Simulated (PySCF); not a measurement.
## Frequency calculation of MoNOH

System: MoNOH.
Method: RKS-based PBE0, Mo def2-TZVP with ECP28, N def2-TZVP, O def2-TZVP, H def2-TZVP; non-relativistic Hamiltonian with a scalar-relativistic core potential; density fitting (PySCF 2.14.0).

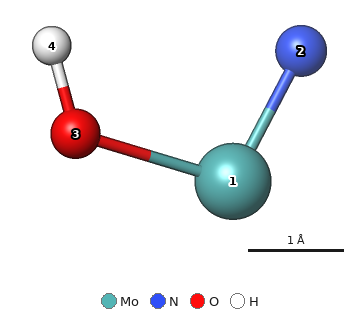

Figure 1. The structure (ball-and-stick view, seen at a tilt; atoms are numbered from 1 in the order of the input). Sticks mark near contacts.

The input:
```python
from pyscf import gto, scf, dft
mol = gto.M(atom='''
Mo     0.097531    -0.104391    -0.226331
N      1.210183     0.315808     0.869090
O     -1.556079     0.318081     0.535429
H     -1.593321     0.704919     1.413850''',
    basis={'Mo': 'def2-TZVP', 'N': 'def2-TZVP', 'O': 'def2-TZVP', 'H': 'def2-TZVP'},
    ecp={'Mo': 'def2-TZVP'},
    charge=0, spin=0)
mf = dft.RKS(mol, xc='PBE0')
mf.grids.atom_grid = (75, 302)
aux = {'Mo': 'def2-universal-JKFIT', 'N': 'def2-universal-JKFIT', 'O': 'def2-universal-JKFIT', 'H': 'def2-universal-JKFIT'}
mf = mf.density_fit(auxbasis=aux)
mf.conv_tol = 1e-09
mf.diis_space = 10
mf.max_cycle = 60
mf.verbose = 4
mf.kernel()
```

The script is an equivalent of the set-up of the self-consistent field. The run itself was carried out by a driver, which started from the orbitals of the step before it where there was one and computed the further properties.

Command:
```bash
OMP_NUM_THREADS=2 python axn.py task.json out
```

The program's output:
```
init E= -198.628450417525
  HOMO = -0.191445325554252  LUMO = -0.103181053501046  gap/eV = 2.40179
cycle= 1 E= -198.628450417517  delta_E= 8.36e-12  |g|= 7.05e-06  |ddm|= 5.17e-06
  HOMO = -0.191446530829289  LUMO = -0.103182540590841  gap/eV = 2.40179
Extra cycle  E= -198.62845041736  delta_E= 1.57e-10  |g|= 2.88e-05  |ddm|= 1.8e-05
converged SCF energy = -198.62845041736
```

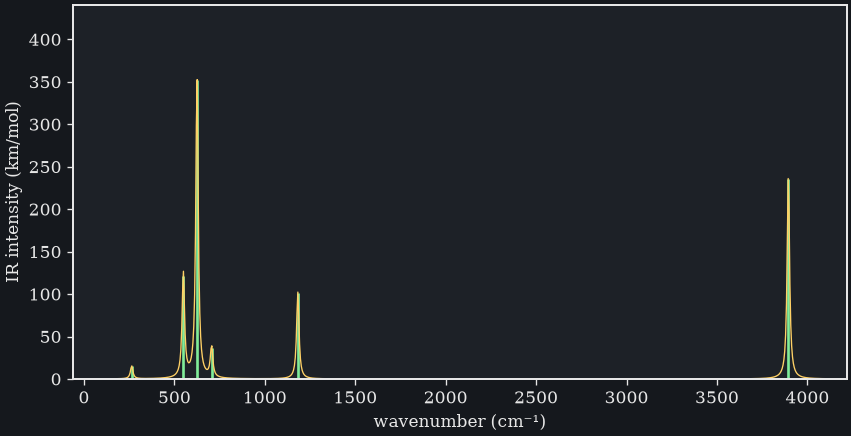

Figure 2. Harmonic infrared spectrum, unscaled: sticks (degenerate modes added up, dark ones marked on the axis) with a Lorentzian envelope of 16 cm⁻¹ full width, scaled to the tallest stick. 6 modes from 263 to 3895 cm⁻¹, none imaginary. The strongest line is at 625 cm⁻¹ (353 km/mol). All modes, in cm⁻¹ (km/mol): 263 (15.1), 549 (122), 625 (353), 705 (36), 1182 (101), 3895 (236).

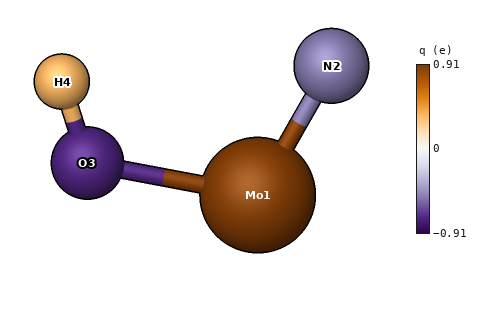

Figure 3. Mulliken charges, as the colour of each atom (ball-and-stick view, seen at a tilt; atoms are numbered from 1 in the order of the input). By element: Mo +0.87, N −0.51, O −0.72 and H +0.36 e.

Summary:

| quantity | value |
| --- | --- |
| outcome | converged |
| total energy | −198.628450 hartree |
| HOMO | −5.21 eV |
| LUMO | −2.81 eV |
| zero-point energy | 0.016446 hartree |
| dipole moment | 2.53 D |
| wavenumbers, lowest and highest | 263 and 3895 cm⁻¹ |
| hardware | 2 threads of Arm Neoverse N1, 98 GiB of memory available, shared host |
| wall time | 88 s (CPU time 2.6 min) |
| peak memory | 1.2 GiB |

The run takes a singlet; with an open-shell metal another spin state may lie lower.
